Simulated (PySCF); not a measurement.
**Atomic calculation for Be⁺**

Be⁺, configuration 1s2 2s1, multiplicity 2. Computed at this level: unrestricted HF, aug-cc-pVDZ, non-relativistic, point nucleus (PySCF).

## Key numbers

```
                                             quantity                                                             value
                                              outcome                                                         converged
                                         total energy                                                −14.275632 hartree
                                       kinetic energy                                                 14.206949 hartree
−E/T (1 by the virial theorem at the basis-set limit)                                                            1.0048
                                                 ⟨S²⟩                                                             0.750
                                       SCF iterations                                                                 1
                                             hardware  1 thread of Intel Xeon, 108 GiB of memory available, shared host
```

## The input
```python
from pyscf import gto, scf, dft, mp, cc
import basis_set_exchange as bse
mol = gto.M(atom="Be 0 0 0", charge=1, spin=1, symmetry="D2h",
            basis=gto.basis.parse(bse.get_basis("aug-cc-pVDZ", elements=["Be"], fmt="nwchem", header=False)))
mf = scf.UHF(mol)
mf.irrep_nelec = {'Ag': (2, 1)}
mf.kernel()
```

The script is an equivalent of what the driver set up; the driver started from orbitals of its own, so the log can be shorter than this script's would be, and it computed the properties (radii, ⟨L²⟩, response) afterwards. It held the occupations shell by shell, which the script's counts by irreducible representation don't always enforce.

Launched within a batch (the task file carries these settings):
```bash
OMP_NUM_THREADS=1 python <driver script> TASK.json OUT
```

## The program's output (extracts)
```
damping factor = 0
level_shift factor = 0
DIIS = <class 'pyscf.scf.diis.CDIIS'>
diis_start_cycle = 1
diis_space = 10
diis_damp = 0
SCF conv_tol = 1e-09
SCF conv_tol_grad = None
number electrons alpha = 2  beta = 1
cycle= 1 E= -14.2756324403963  delta_E= -2.89e-11  |g|= 1e-06  |ddm|= 2.39e-05
converged SCF energy = -14.2756324403963  <S^2> = 0.75000094  2S+1 = 2.0000009
```

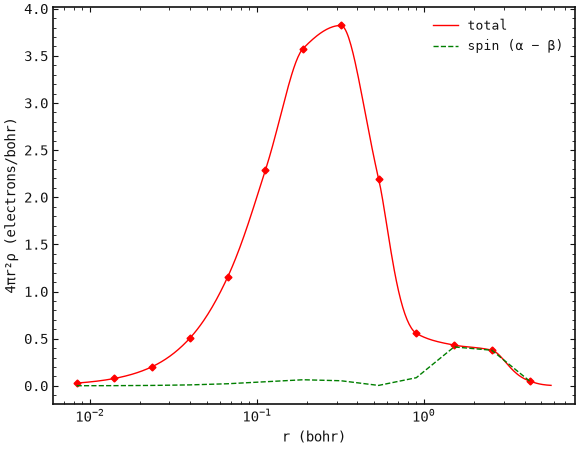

Fig. 1: Spherically averaged radial density 4πr²ρ of the mean field and its spin part; markers are the stored points, which are sparse, and the line is a monotone interpolation between them. The largest stored value is 3.82 electrons/bohr at r = 0.32 bohr. Root-mean-square radii of the shells: 1s 0.482, 2s 2.50 bohr.
